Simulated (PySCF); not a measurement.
**C2H10FNSi2: density, localisation and related maps**

```yaml
atoms:
  - { symbol: C, position_ang: [-0.1899, 0.1075, -1.8960] }
  - { symbol: Si, position_ang: [-0.1559, -0.0850, 0.0100] }
  - { symbol: N, position_ang: [-1.5349, -0.8728, 0.6931] }
  - { symbol: Si, position_ang: [1.7539, -1.1447, 0.7691] }
  - { symbol: C, position_ang: [-0.3484, 1.6986, 0.7185] }
  - { symbol: F, position_ang: [-1.5823, 2.2194, 0.3680] }
  - { symbol: H, position_ang: [-0.2570, -0.8602, -2.3870] }
  - { symbol: H, position_ang: [0.7078, 0.5959, -2.2661] }
  - { symbol: H, position_ang: [-1.0418, 0.6995, -2.2228] }
  - { symbol: H, position_ang: [-2.4098, -0.3726, 0.7412] }
  - { symbol: H, position_ang: [-1.7061, -1.8487, 0.5160] }
  - { symbol: H, position_ang: [1.8583, -2.4975, 0.2113] }
  - { symbol: H, position_ang: [1.8287, -1.2990, 2.2237] }
  - { symbol: H, position_ang: [2.9826, -0.4490, 0.3692] }
  - { symbol: H, position_ang: [-0.3096, 1.7207, 1.8094] }
  - { symbol: H, position_ang: [0.3965, 2.3966, 0.3309] }
```

Geometry: GFN2-xTB.

Computed with PBE0/pcSseg-1, SCF density, gas phase, non-relativistic (PySCF).

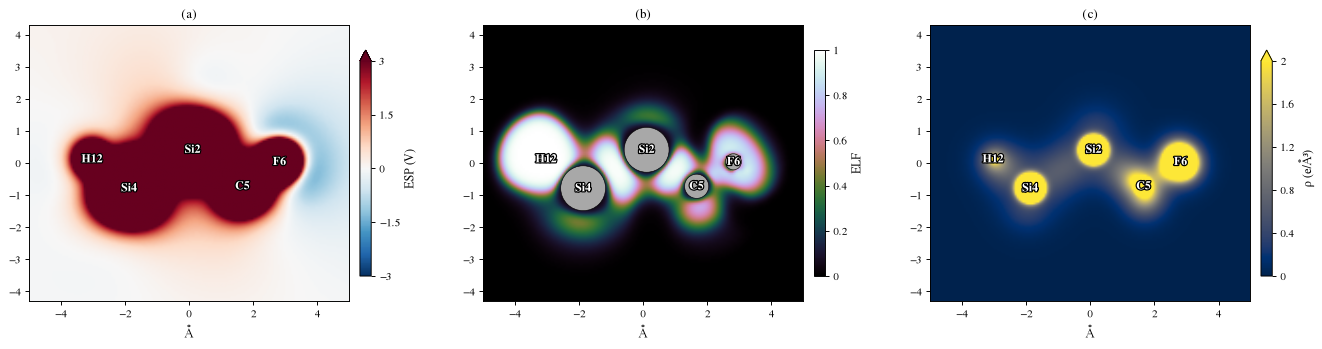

Figure 1. (a) molecular electrostatic potential; (b) electron localisation function; (c) total electron density on the plane of atoms Si2, Si4 and H12. Grey discs cover the atomic cores in the ELF map.

### Interpret the plot.

Atoms in the plane: Si, C, F and H.
C–F (1.38 Å): ρ is about 2 e/Å³ halfway, with its minimum of 1.6 e/Å³ about 0.5 Å from C; the ELF peaks at about 0.85 between the atoms, as expected for a shared but strongly polarised pair.
C–Si (1.93 Å): ρ at the midpoint is about 0.92 e/Å³; the ELF peaks at about 1 between the atoms, as expected for a shared electron pair.
Si–Si (2.31 Å): ρ is about 0.68 e/Å³ halfway; the ELF peaks at about 1 between the atoms, as expected for a covalent bond.
Si–H (1.47 Å): ρ at the midpoint is about 0.78 e/Å³; the ELF climbs to about 1 towards the hydrogen, as it does in any bond to H.
The ELF also peaks beside F6, away from the bonds: lone-pair regions.
Outside the dense part of the molecule the potential is most negative (−1.3 V) near F6.

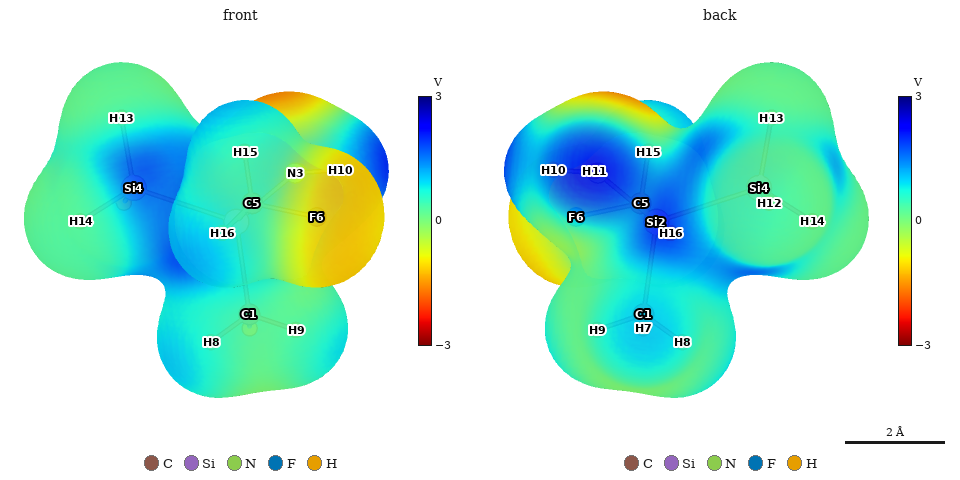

Figure 2. The molecular electrostatic potential painted on the density surface at 0.004 e/bohr³, seen from the front and from behind; the colour scale runs from red (negative) to blue (positive).

### Which sites attract a positive test charge, and which a negative one?

A positive charge is drawn to the negative regions and a negative charge to the positive ones. The most negative region (about −1.5 V) lies over N3, the most positive (about +2.1 V) over H11. N3 is the likeliest acceptor of a hydrogen bond.

### How polar is the molecule by this calculation?

Its dipole moment is 1.07 D.
